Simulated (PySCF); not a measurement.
SMILES C=Cc1ccc([SeH])s1 at its GFN2-xTB optimised geometry (Å):

```
14

C     -2.2990    -2.2854     0.0021
C     -0.9703    -2.3399     0.0002
C     -0.0968    -1.1995     0.0000
C      1.2730    -1.1995     0.0000
C      1.8430     0.0852     0.0000
C      0.8999     1.0718    -0.0001
Se     1.2301     2.9393    -0.0014
S     -0.7099     0.4324    -0.0003
H     -2.8228    -1.3434     0.0037
H     -2.9017    -3.1759     0.0021
H     -0.4592    -3.2944    -0.0014
H      1.8553    -2.1041     0.0002
H      2.9017     0.2799     0.0002
H     -0.1714     3.2944     0.0050
```

Computed with CAM-B3LYP/def2-TZVP (PySCF). Cells within 0.4 Å of a nucleus heavier than hydrogen are left out (blank, or x).

Map of the Laplacian of the electron density (e/bohr⁵), clipped to [-1.50, 1.50] on the plane z = 0.0 Å:

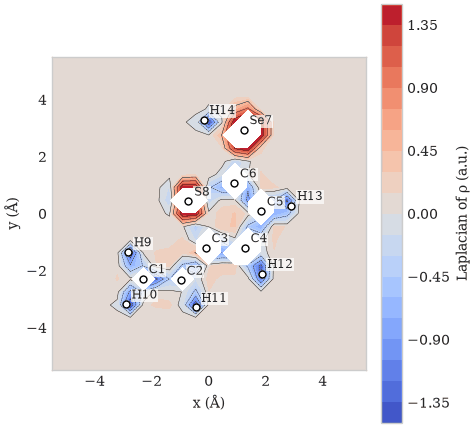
Figure: Laplacian of the electron density (e/bohr⁵), clipped to [-1.50, 1.50] on the plane z = 0.0 Å.
